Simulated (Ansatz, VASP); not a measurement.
# Cross-check of YNiI between VASP and Ansatz

Wanted: the spread between two codes on one cell, functional and k mesh. The cell is invented: other elements were put on sites of a known structure type. It may not be a known or stable phase. Of the first pair: The cell is a member of a volume series, scaled by 0.94 from a relaxed one, so a pressure remains. Valence electrons are named where the data sets of a main pair hold unlike numbers.

Main program and level: Ansatz 0.2.0; plane waves, with VASP 6.6.1 beside it; single point at PBEsol.

## 1. The starting structure

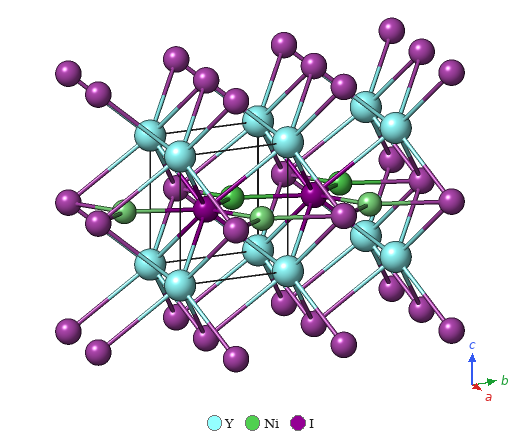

Start, viewed slightly off an axis; yttrium teal, nickel green, iodine purple. 1×2×1 cells are drawn. Some periodic images of atoms are drawn too.

## 2. Ansatz: single point, PBEsol, volume scaled by 0.94

Ansatz runs on its default PAW (the set named soft_2) files.

A single point gives forces, pressure and levels at one fixed geometry, so differences don't come from the geometry; what else differs is listed under the comparison.

Contents of input.yaml:

```yaml
crystal:
  lattice:
    - [4.1854607984, 0.0, 0.0]
    - [-2.0927303993, 3.6247153799, 0.0]
    - [0.0, 0.0, 3.7670069593]
  atoms:
    - { symbol: "Y", position: [0.0, 0.0, 0.0] }
    - { symbol: Ni, position: [0.33333333, 0.66666667, 0.5], spin: 1.0 }
    - { symbol: I, position: [0.66666667, 0.33333333, 0.5] }
hamiltonian:
  xc: pbesol
  pseudopotentials: { kind: paw }
magnetization:
  spin_polarized: true
kpoints:
  mp_grid: { grid: [6, 6, 6] }
scf:
  occupations: { method: gaussian, width: 0.05 }
  n_extra_bands: 4
output:
  forces: true
  stress: true
  eigenvalues: true
```

The run is started by

```bash
$ ansatz run input.yaml --threads 2 --pin off --max-ram 4608MiB --backend cpu --events-out ev --progress --plain --runs-dir out
```

Numbers of over 12 decimals in the logs are rounded to 6 here.

The log of the run:

```text
Warning: the band count 27 (scf.n_extra_bands) hosts the net moment |M| = 1.0000 μB (N_el = 46) but caps the reachable moment at 2·n_bands − N_el = 8.0000 μB, below the 29 bands that the automatic rule leaves for it — a moment growing past the seed, or the majority channel's smearing tail, pins there with fewer empty majority states than that count leaves; raise or omit scf.n_extra_bands unless the cap is intended
scf.n_extra_bands = 4 over 23 filled bands (N_el = 46.0): the run solves 27 bands
Engine: ansatz 0.2.0, aarch64-unknown-linux-gnu
Pseudopotentials: kind: paw
Pseudopotential: Y, paw, valence charge 11, recommended cutoff 420 eV (normal), Y.paw.azcp
Pseudopotential: Ni, paw, valence charge 18, recommended cutoff 420 eV (normal), Ni.paw.azcp
Pseudopotential: I, paw, valence charge 17, recommended cutoff 420 eV (normal), I.paw.azcp
Functional definition: PBEsol
  exchange = pbesol_x
  correlation = pbesol_c
Crystal: 3 atoms, lattice volume = 57.150 Å³
Basis set: ecut = 420 eV, 1135 PW (Γ), exchange–correlation on 60×60×54 points (8 copies of the dense FFT grid, shifted against one another)
Bands: 27, of which v1, the nominal top of the filled ones, is band 23 counted from 1 (22 counted from 0)
Symmetry: 12 space group operations
Space group: P-6m2 (ITA 187), of the structure as read, at distance tolerance 3.9e-5 Å
Magnetic group: BNS 187.209 (UNI 1439), of the structure as read, at distance tolerance 3.9e-5 Å
k-points: 28 of 216 (time reversal used)
Non-local potential: Y, projectors of the file, l = 0: 3, l = 1: 2, l = 2: 2, l = 3: 1
Non-local potential: Ni, projectors of the file, l = 0: 3, l = 1: 2, l = 2: 3, l = 3: 1
Non-local potential: I, projectors of the file, l = 0: 2, l = 1: 2, l = 2: 2, l = 3: 2
PAW form: soft (Blöchl's): semilocal exchange-correlation on the pseudo side does not see the compensation charge
PAW frozen core: Y, regenerated for the run's functional, and the local potential with it (the file was generated under x = pbe(κ = 0.804, μ = 0.219515), c = pbe(β = 0.066725))
PAW frozen core: Ni, regenerated for the run's functional, and the local potential with it (the file was generated under x = pbe(κ = 0.804, μ = 0.219515), c = pbe(β = 0.066725))
PAW frozen core: I, regenerated for the run's functional, and the local potential with it (the file was generated under x = pbe(κ = 0.804, μ = 0.219515), c = pbe(β = 0.066725))
PAW one-centre angular grid: Y, 590 points (default); XC on 64 Gauss nodes
PAW one-centre angular grid: Ni, 590 points (default); XC on 64 Gauss nodes
PAW one-centre angular grid: I, 590 points (default); XC on 64 Gauss nodes
Initial density: superposition of atomic densities (chi_scale 0.1, normalization cell, long waves kept (reshape's long-wave potential 0.00 eV rms))
Starting moments: Σ|m| = 1 μB on 1 of 3 sites
Initial wavefunctions: pseudopotential atomic-orbital guess
Functional: x = pbesol(κ = 0.804, μ = 0.123457), c = pbesol(β = 0.046)
SCF iter   1: F=—  HF=-17033.850602 eV  |F-HF|=—  |Δ(HF+E_count)|=         —  Δρ=1.11e-1 (↑4.34e-2 ↓1.11e-1)  dr2=1.46e1  dr2_m=1.65e0  M=0.009 μB ∫|m|=0.164 μB  β_m=0.30  ethr=3.10e-3  ⟨swp⟩=5.9  Hψ=5976  notcnv=0
Mixer restart at iter 1: flushing history
preconditioner: auto → Resta (q_TF=auto, 2.631 Å⁻¹)  ε∞=6.5  [insulator: Δε(μ)=0.072 eV  Ē_g=10.723 eV  σ=0.050 eV  W_gap=0.68  n_scr=20 (ndim 8)  ℏωp=25.0 eV  f_vac=0.000  D(μ)=0.20/eV (n_scr^D=0)  ε∞_Penn≈6.5]
spin=Collinear: Resta preconditioning applied to the charge; magnetization (m = ρ↑ − ρ↓) channel mixes plain (no charge-response kernel on spin).
SCF iter   2: F=—  HF=-17033.813495 eV  |F-HF|=—  |Δ(HF+E_count)|=   3.71e-2  Δρ=5.21e-2 (↑4.68e-2 ↓5.21e-2)  dr2=4.96e0  dr2_m=8.36e-1  M=0.008 μB ∫|m|=0.150 μB  β_m=0.46  ethr=3.10e-3  ⟨swp⟩=3.0  Hψ=3651  notcnv=0
SCF iter   3: F=—  HF=-17033.219476 eV  |F-HF|=—  |Δ(HF+E_count)|=   5.94e-1  Δρ=6.43e-2 (↑3.05e-2 ↓6.43e-2)  dr2=4.54e0  dr2_m=1.58e-1  M=0.004 μB ∫|m|=0.063 μB  β_m=0.39  ethr=3.10e-3  ⟨swp⟩=3.8  Hψ=3650  notcnv=0
SCF iter   4: F=—  HF=-17033.366513 eV  |F-HF|=—  |Δ(HF+E_count)|=   1.47e-1  Δρ=7.32e-3 (↑7.26e-3 ↓7.32e-3)  dr2=1.35e-1  dr2_m=1.25e-2  M=0.001 μB ∫|m|=0.036 μB  β_m=0.63  ethr=3.10e-3  ⟨swp⟩=3.2  Hψ=3218  notcnv=0
SCF iter   5: F=—  HF=-17033.335030 eV  |F-HF|=—  |Δ(HF+E_count)|=   3.15e-2  Δρ=1.48e-3 (↑1.48e-3 ↓1.46e-3)  dr2=7.24e-3  dr2_m=1.91e-5  M=-0.001 μB ∫|m|=0.005 μB  β_m=0.80  ethr=2.93e-4  ⟨swp⟩=2.8  Hψ=3307  notcnv=0
SCF iter   6: F=—  HF=-17033.338407 eV  |F-HF|=—  |Δ(HF+E_count)|=   3.38e-3  Δρ=3.09e-3 (↑3.09e-3 ↓2.65e-3)  dr2=1.32e-2  dr2_m=2.55e-5  M=0.000 μB ∫|m|=0.003 μB  β_m=0.80  ethr=1.57e-5  ⟨swp⟩=2.1  Hψ=2247  notcnv=0
SCF iter   7: F=—  HF=-17033.338278 eV  |F-HF|=—  |Δ(HF+E_count)|=   1.29e-4  Δρ=4.09e-4 (↑4.09e-4 ↓2.90e-4)  dr2=2.91e-4  dr2_m=2.30e-6  M=0.000 μB ∫|m|=0.001 μB  β_m=0.79  ethr=1.57e-5  ⟨swp⟩=2.0  Hψ=2056  notcnv=0
SCF iter   8: F=—  HF=-17033.338262 eV  |F-HF|=—  |Δ(HF+E_count)|=   1.66e-5  Δρ=2.34e-4 (↑1.95e-4 ↓2.34e-4)  dr2=7.37e-5  dr2_m=2.21e-7  M=-0.000 μB ∫|m|=0.000 μB  β_m=0.90  ethr=6.32e-7  ⟨swp⟩=2.0  Hψ=1910  notcnv=0
SCF iter   9: F=—  HF=-17033.338256 eV  |F-HF|=—  |Δ(HF+E_count)|=   5.88e-6  Δρ=4.09e-5 (↑4.09e-5 ↓4.03e-5)  dr2=3.67e-6  dr2_m=1.43e-9  M=-0.000 μB ∫|m|=0.000 μB  β_m=0.84  ethr=1.60e-7  ⟨swp⟩=2.0  Hψ=1857  notcnv=0
SCF iter  10: F=—  HF=-17033.338256 eV  |F-HF|=—  |Δ(HF+E_count)|=   4.19e-7  Δρ=4.05e-5 (↑3.76e-5 ↓4.05e-5)  dr2=3.02e-6  dr2_m=1.38e-9  M=-0.000 μB ∫|m|=0.000 μB  β_m=0.92  ethr=7.97e-9  ⟨swp⟩=1.1  Hψ=1531  notcnv=0
SCF iter  11: F=—  HF=-17033.338256 eV  |F-HF|=—  |Δ(HF+E_count)|=   1.10e-7  Δρ=1.52e-6 (↑1.52e-6 ↓1.39e-6)  dr2=2.47e-9  dr2_m=7.75e-11  M=-0.000 μB ∫|m|=0.000 μB  β_m=0.86  ethr=6.57e-9  ⟨swp⟩=2.0  Hψ=1844  notcnv=0
SCF iter  12: F=-17033.338256 eV  HF=-17033.338256 eV  |F-HF|=4.30e-9  |Δ(HF+E_count)|=  5.82e-11  Δρ=1.78e-6 (↑1.78e-6 ↓1.41e-6)  dr2=4.24e-9  dr2_m=2.02e-11  M=-0.000 μB ∫|m|=0.000 μB  ethr=5.37e-12  ⟨swp⟩=2.8  Hψ=5854  notcnv=0
SCF 1 converged in 12 iterations: F = -17033.338256 eV  dr2 = 4.24e-9
  greatest PAW one-centre occupation: 1.002 electrons in one spin orbital (limit 2), on the Ni atom at site 1 (counted from 0), in its partial waves of l = 1
WARN: the starting moments were not kept: the SCF closed with an absolute magnetisation of 2.7e-6 μB, where they sum to 1 μB in size (1 site). That is at most 0.1 of that sum. Measured as dr2_m measures the in/out step, that magnetisation stands 8.3e-12 eV from none, at or under the dr2_threshold of 1.0e-7 eV: it is no larger than a step whose dr2_m would equal this threshold. The system may hold no moment; this SCF  [...]
SCF converged after 12 iterations
Magnetization: -0.0000 μB (23.0000 up, 23.0000 down)
Absolute magnetization: 0.0000 μB (∫|ρ↑−ρ↓|, with the PAW one-centre terms)
Spin contamination: 0.0000 ħ² per cell (⟨S²⟩ above its minimum at these occupations)
Per-site moments (μB) at R_I (Å): [(9.405874374451101e-8, 1.263823), (-1.3902460048111658e-6, 0.996797), (4.839184613024911e-8, 0.996797)]
Free energy (F): -17033.338256 eV
Harris-Foulkes:  -17033.338256 eV  (|F-HF|=4.30e-9)
Internal energy: -17033.337606 eV  (E = F + TS)
E sigma→0 (E₀):  -17033.337931 eV
Entropy (-TS):   -0.000650 eV (-0.217 meV/atom)
Fermi energy:    16.443791 eV
--- Per-component energies (eV) ---
  E_band       = -644.488510
  E_kinetic    = 790.972835
  E_local      = -6452.389864  (includes V_loc(G=0)·N_el)
  E_nonlocal   = 607.709888
  E_hartree    = 2930.752160
  E_xc         = -387.622046
  E_vxc        = -441.850479  (∫ρ·V_xc dr)
  E_paw        = -9113.699695  (= ΣΔE_a)
  E_vpaw       = -1010.430918  (= ΣTr[D̂ρ^β])
  E_aug_tail   = 0.000516  (compensation charges beyond the density's cutoff)
  E_ewald      = -5409.819603
  E_core_change = 0.758204  (= ΣΔE_core)
  E_smearing   = -0.000650  (= −TS)
  E_closure    = -0.000000  (closes the sum)
  Σ components = -17033.338256   (vs F -17033.338256, Δ=0.00e0)
--- Forces (eV/Å), atoms counted from 1 ---
  atom   1  Y      0.00000000     0.00000000     0.00000000
  atom   2  Ni    -0.00000000     0.00000000     0.00000000
  atom   3  I      0.00000000     0.00000000     0.00000000
  max |Σ_I F_I| component: 1.02e-16 eV/Å
--- Stress (GPa, compression-positive) ---
        6.778874      -0.000000      -0.000000
       -0.000000       6.778874       0.000000
       -0.000000       0.000000       6.080006
  P = ⅓ Tr σ = 6.5459 GPa (65.459 kbar)
--- Band table (eV; the first three rows and the last of 56) ---
  k-point 0 ↑: bands = [... 19 lower, 13.9181, 14.4690, 14.6028, 14.6028, 16.4746, 18.4501, 18.4501, 18.4686]
  k-point 1 ↑: bands = [... 19 lower, 13.8085, 14.6994, 14.6994, 14.9218, 16.9407, 17.1194, 17.1194, 19.5127]
  k-point 2 ↑: bands = [... 19 lower, 14.3009, 15.0213, 15.0213, 16.0938, 16.4817, 16.4817, 17.8867, 18.1338]
  k-point 27 ↓: bands = [... 19 lower, 13.6209, 14.3259, 14.5644, 15.0177, 18.3269, 18.4944, 19.6846, 19.8770]
```

It took 12 s on 2 threads of Arm Neoverse N1, shared host; peak memory 0.42 GiB; 24 s of CPU time.

The run ends at a pressure of 6.55 GPa.

## 3. VASP: single point, PBEsol, volume scaled by 0.94

The same cell, functional, mesh and smearing now go to VASP, with its own data sets.

Lines of VASP's logs that name or quote its potential files are left out, and so is its time.

Contents of INCAR:

```
SYSTEM = YNiI
PREC = Accurate
ENCUT = 400
EDIFF = 1E-06
NELM = 100
ISMEAR = 0
SIGMA = 0.05
LREAL = .FALSE.
ALGO = Normal
GGA = PS
ISPIN = 2
MAGMOM = 0 1 0
LMAXMIX = 4
LORBIT = 11
LWAVE = .FALSE.
LCHARG = .FALSE.
ISIF = 2
```

Contents of POSCAR:

```
YNiI
1.0
    4.1854607984      0.0000000000      0.0000000000
   -2.0927303993      3.6247153799      0.0000000000
    0.0000000000      0.0000000000      3.7670069593
Y Ni I
1 1 1
Direct
    0.0000000000      0.0000000000      0.0000000000
    0.3333333300      0.6666666700      0.5000000000
    0.6666666700      0.3333333300      0.5000000000
```

Contents of KPOINTS:

```
Automatic mesh
0
Gamma
6 6 6
0 0 0
```

PAW data sets: Y_sv, Ni and I (PBE family, release 64).

The run is started by

```bash
$ mpirun -np 1 vasp_std
```

The log of the run:

```text
[banner, memory and clock lines left out]
running    1 mpi-ranks, on    1 nodes
 distrk:  each k-point on    1 cores,    1 groups
 distr:  one band on    1 cores,    1 groups

 POSCAR found type information on POSCAR Y NiI
 POSCAR found :  3 types and       3 ions
|                                                                             |
|               ----> ADVICE to this user running VASP <----                  |
|                                                                             |
|     You enforced a specific xc type in the INCAR file but a different       |
|     [... a line on the potential file left out ...]
|     I HOPE YOU KNOW WHAT YOU ARE DOING!                                     |
|                                                                             |

 LDA part: xc-table for (Slater+PW92), standard interpolation
 POSCAR, INCAR and KPOINTS ok, starting setup
 FFT: planning ... GRIDC
 FFT: planning ... GRID_SOFT
 FFT: planning ... GRID
 WAVECAR not read
 entering main loop
       N       E                     dE             d eps       ncg     rms          rms(c)
DAV:   1     0.148054934735E+03    0.14805E+03   -0.11312E+04  2128   0.126E+03
DAV:   2    -0.688896499426E+01   -0.15494E+03   -0.15091E+03  2170   0.301E+02
DAV:   3    -0.161108839510E+02   -0.92219E+01   -0.90358E+01  2803   0.728E+01
DAV:   4    -0.164563216180E+02   -0.34544E+00   -0.34393E+00  3082   0.122E+01
DAV:   5    -0.164641475056E+02   -0.78259E-02   -0.78168E-02  2820   0.183E+00    0.322E+01
DAV:   6    -0.172304612047E+02   -0.76631E+00   -0.19922E+01  2562   0.523E+01    0.183E+01
DAV:   7    -0.165613312482E+02    0.66913E+00   -0.21728E+01  2656   0.654E+01    0.180E+01
DAV:   8    -0.157924338278E+02    0.76890E+00   -0.10002E+01  2788   0.328E+01    0.387E+00
DAV:   9    -0.157453790544E+02    0.47055E-01   -0.35599E-01  3104   0.668E+00    0.182E+00
DAV:  10    -0.157410718956E+02    0.43072E-02   -0.34811E-02  3306   0.146E+00    0.130E+00
DAV:  11    -0.157401935158E+02    0.87838E-03   -0.56731E-03  2594   0.496E-01    0.208E-01
DAV:  12    -0.157400796429E+02    0.11387E-03   -0.95614E-04  2846   0.358E-01    0.109E-01
DAV:  13    -0.157400298756E+02    0.49767E-04   -0.19333E-04  2960   0.728E-02    0.523E-02
DAV:  14    -0.157400255535E+02    0.43221E-05   -0.33214E-05  3382   0.547E-02    0.180E-02
DAV:  15    -0.157400246629E+02    0.89060E-06   -0.28089E-06  2012   0.158E-02
   1 F= -.15740025E+02 E0= -.15739707E+02  d E =-.634767E-03  mag=     0.0000
```

Parts of OUTCAR (step 3):

```text
ion  position               nearest neighbor table
   1  0.000  0.000  0.000-   2 3.06   3 3.06   2 3.06   3 3.06   3 3.06   3 3.06   2 3.06   2 3.06
                             3 3.06   3 3.06   2 3.06   2 3.06
   2  0.333  0.667  0.500-   3 2.42   3 2.42   3 2.42   1 3.06   1 3.06   1 3.06   1 3.06   1 3.06
                             1 3.06
   3  0.667  0.333  0.500-   2 2.42   2 2.42   2 2.42   1 3.06   1 3.06   1 3.06   1 3.06   1 3.06
                             1 3.06

  LATTYP: Found a hexagonal cell.
 ALAT       =     4.1854607984
 C/A-ratio  =     0.9000220384

 Subroutine GETGRP returns: Found 12 space group operations
 (whereof 12 operations were pure point group operations)

The static configuration has the point symmetry D_3h.

 Found     28 irreducible k-points:

   k-points           NKPTS =     28   k-points in BZ     NKDIM =     28   number of bands    NBANDS=     19

   dimension x,y,z NGX =    28 NGY =   28 NGZ =   28
   dimension x,y,z NGXF=    56 NGYF=   56 NGZF=   56

   ENCUT  =  400.0 eV  29.40 Ry    5.42 a.u.   6.83  6.83  6.14*2*pi/ulx,y,z

   NELECT =      28.0000    total number of electrons

 k-points in reciprocal lattice and weights: Automatic mesh
   0.00000000  0.00000000  0.00000000       0.005
   0.16666667  0.00000000  0.00000000       0.028
   0.33333333 -0.00000000  0.00000000       0.028
   0.50000000 -0.00000000  0.00000000       0.014
   0.16666667  0.16666667  0.00000000       0.028
   0.33333333  0.16666667  0.00000000       0.056
   0.33333333  0.33333333  0.00000000       0.009
   0.00000000  0.00000000  0.16666667       0.009
   0.16666667  0.00000000  0.16666667       0.056
[...]
0.33333333  0.16666667  0.50000000       0.056
   0.33333333  0.33333333  0.50000000       0.009

 average (electrostatic) potential at core
       1 -31.4520       2 -82.2236       3 -89.5368

 E-fermi :   9.4329

 spin component 1
 k-point     1 :       0.0000    0.0000    0.0000
  band No.  band energies     occupation
    ...
     10       6.9146      1.00000
     11       6.9146      1.00000
     12       7.4778      1.00000
     13       7.5939      1.00000
     14       7.5939      1.00000
     15       9.4689      0.15429
     16      11.4389      0.00000
     17      11.4389      0.00000
     18      11.4550      0.00000
     19      11.4550      0.00000

 k-point     2 :       0.1667    0.0000    0.0000
  band No.  band energies     occupation
    ...
     10       6.8632      1.00000
     11       7.0182      1.00000
     12       7.0389      1.00000
     13       7.4242      1.00000
     14       8.2010      1.00000
     15       9.8962      0.00000
     16      10.7178      0.00000
     17      11.2199      0.00000
     18      11.4552      0.00000
     19      11.8516      0.00000

 k-point     3 :       0.3333   -0.0000    0.0000
  band No.  band energies     occupation
    ...
     10       6.6175      1.00000
     11       6.7642      1.00000
     12       7.0176      1.00000
     13       7.3844      1.00000
     14       8.3281      1.00000
     15      10.5347      0.00000
     16      11.3606      0.00000
     17      11.4846      0.00000
     18      11.5472      0.00000
     19      11.8651      0.00000

 k-point     4 :       0.5000   -0.0000    0.0000
  band No.  band energies     occupation
    ...
     10       6.6652      1.00000
     11       6.7166      1.00000
     12       6.7925      1.00000
     13       7.6587      1.00000
     14       8.3219      1.00000
     15      11.3412      0.00000
     16      11.4392      0.00000
     17      11.4979      0.00000
     18      11.5840      0.00000
     19      11.6241      0.00000

 k-point     5 :       0.1667    0.1667    0.0000
  band No.  band energies     occupation
    ...
     10       6.6128      1.00000
     11       6.8659      1.00000
     12       7.0719      1.00000
     13       7.2211      1.00000
     14       8.7876      1.00000
     15       9.8890      0.00000
     16      11.0462      0.00000
     17      11.0670      0.00000
     18      11.6448      0.00000
     19      12.5681      0.00000

 k-point     6 :       0.3333    0.1667    0.0000
  band No.  band energies     occupation
    ...
     10       6.5931      1.00000
     11       6.8330      1.00000
     12       6.8575      1.00000
     13       7.6391      1.00000
     14       8.9028      1.00000
     15      10.1909      0.00000
     16      10.3043      0.00000
     17      11.4650      0.00000
     18      12.5653      0.00000
     19      12.9702      0.00000

  Total        2.3510140      2.3510140      2.1116502     -0.0000000     -0.0000000     -0.0000000
  in kB       65.9101340     65.9101341     59.1996250     -0.0000000     -0.0000000     -0.0000000
  external PRESSURE =      63.6732977 kB  Pullay stress =       0.0000000 kB

  energy-cutoff  :      400.00
  volume of cell :       57.15
      direct lattice vectors                 reciprocal lattice vectors
     4.185460798  0.000000000  0.000000000     0.238922319  0.137941865  0.000000000
    -2.092730399  3.624715380  0.000000000     0.000000000  0.275883730  0.000000000
     0.000000000  0.000000000  3.767006959     0.000000000  0.000000000  0.265462743

 POSITION                                       TOTAL-FORCE (eV/Angst)
 -----------------------------------------------------------------------------------
      0.00000      0.00000      0.00000         0.000000     -0.000000      0.000000
     -0.00000      2.41648      1.88350        -0.000000     -0.000000      0.000000
      2.09273      1.20824      1.88350        -0.000000      0.000000      0.000000
 -----------------------------------------------------------------------------------
    total drift:                               -0.000006      0.000003      0.000000

  FREE ENERGIE OF THE ION-ELECTRON SYSTEM (eV)
  ---------------------------------------------------
  free  energy   TOTEN  =       -15.7400246629 eV

  energy  without entropy=      -15.7393898956  energy(sigma->0) =      -15.73970728

 total charge
# of ion       s       p       d       f       tot
--------------------------------------------------
    1        2.174   6.300   1.207   0.050   9.732
    2        0.438   0.507   8.570   0.000   9.514
    3        1.480   2.707   0.232   0.000   4.419
--------------------------------------------------
tot          4.092   9.513  10.009   0.050  23.664

 magnetization (x)
# of ion       s       p       d       f       tot
--------------------------------------------------
    1        0.000   0.000   0.000   0.000   0.000
    2       -0.000  -0.000  -0.000   0.000  -0.000
    3       -0.000  -0.000   0.000   0.000  -0.000
--------------------------------------------------
tot         -0.000  -0.000   0.000   0.000   0.000

[... 6 further parts left out ...]
```

The moments of VASP's start collapse, so its state is non-magnetic. LASPH is off, so gradient terms of the non-spherical density inside the spheres are left out; for open d or f shells this can shift gaps and moments. The scan keeps the cell's shape and the fractional positions fixed.

## 4. Side by side

Known differences besides the potentials themselves: the data sets hold 46 valence electrons in Ansatz (on its default PAW (the set named soft_2) files) and 28 in VASP; the cutoff is 420 eV in Ansatz and 400 eV in VASP; Ansatz makes its cores anew for this functional, VASP keeps those of its PBE data sets; VASP leaves aspherical gradient terms in its spheres out (LASPH is not set), Ansatz keeps them. Total energies have different zeros and are not compared.

The two programs side by side:

```csv
quantity,Ansatz,VASP,difference
pressure (GPa),6.55,6.37,+0.18
```

[end of part 1 of 2]

[Lines on the potential files, build, host, timing and source positions are cut from VASP's logs without a mark.]

[Logs are printed without paths, hosts, clocks, repeated set-up lines and the standing remarks that a program may print on its own settings, such as how far it seeks lower states.]

[Hosts, paths, dates, database ids (printed as entryN), source tags and the programs' standing remarks are cut or masked in the printed files.]
